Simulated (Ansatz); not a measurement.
# A computed series for hypothetical diamond Te: response to strain

The parent structure is Te in the diamond structure (space group Fd-3m, No. 227; a = 7.186 Å; a hypothetical phase, not in the database extracts checked; relaxed with 0.1 eV smearing).

Strains are applied to the cell and any free atomic positions relax.

The values are results of Kohn–Sham DFT with the PBE functional, run in Ansatz (a program for electronic structure) with PAW and 420 eV plane waves, scalar-relativistic without spin-orbit coupling, not measurements.

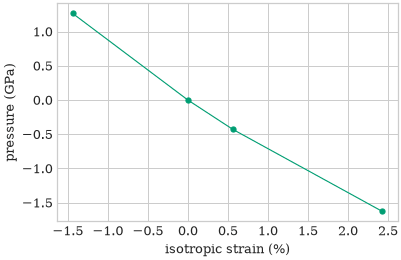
Pressure against isotropic strain

Question: From the plot, what is the pressure for isotropic strain −1.44 %?

Answer: About 1.3 GPa.

Question: Is the trend monotonic over the range shown?

Answer: Yes, it falls throughout, spanning -1.6 GPa to 1.3 GPa.

Whether these cells are dynamically stable was not tested.
